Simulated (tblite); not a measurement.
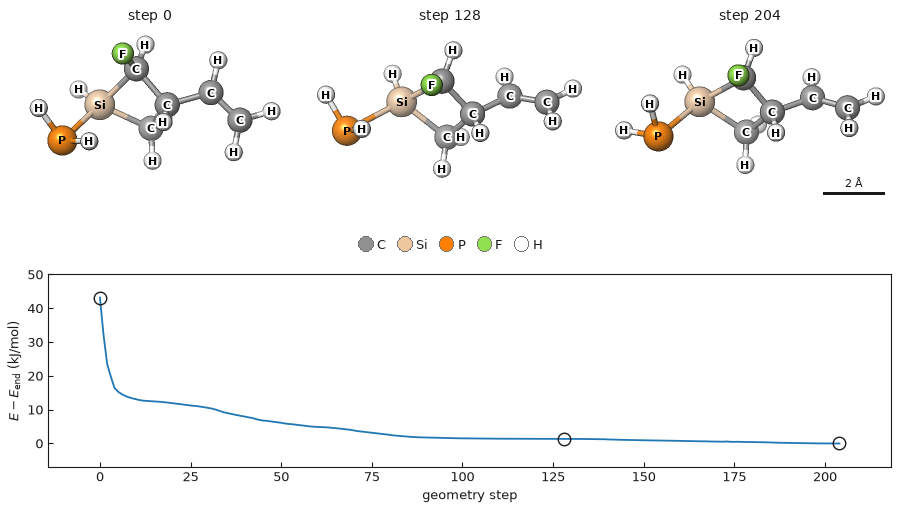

Frames of a relaxation of C5H10FPSi, marked on the history of the run. Style: ball-and-stick. Shown face on.

Computed with GFN2-xTB geometry optimisation, gas phase in tblite. 

> Describe the path.

The largest move after the best rigid fit is that of an H atom, 1.80 Å. By element the largest moves are H 1.80 Å, F 1.06 Å, C 0.55 Å, P 0.28 Å, Si 0.24 Å. Some distances before and after: P–Si 2.191 → 2.236 Å, C–Si 1.891 → 1.933 Å, H–P 1.428 → 1.387 Å, C–C 1.575 → 1.548 Å. Bond angles that change, for instance: Si–C–H 110.4° → 117.5°, F–C–H 111.8° → 105.7°, P–Si–H 115.2° → 119.7°. Groups turn about P–Si by about 85°, C–C by about 60°. After 204 geometry steps the energy has fallen by 43.2 kJ/mol. From step 0 to 128: an H atom moves most (1.50 Å), energy −41.8 kJ/mol. From step 128 to 204: an H atom moves most (1.21 Å), energy −1.36 kJ/mol.

```
step  E − E(0), kJ/mol
   0              0.00
   1            -11.09
   2            -19.68
   3            -23.35
   4            -26.69
   5            -27.83
   6            -28.55
   7            -29.10
   8            -29.50
   9            -29.82
  10            -30.09
  20            -31.25
  30            -32.65
  41            -35.43
  51            -37.23
  61            -38.30
  71            -39.48
  81            -40.77
  92            -41.44
 102            -41.68
 112            -41.75
 122            -41.78
 133            -41.82
 143            -42.05
 153            -42.27
 163            -42.46
 173            -42.57
 184            -42.81
 194            -43.08
 204            -43.16
```
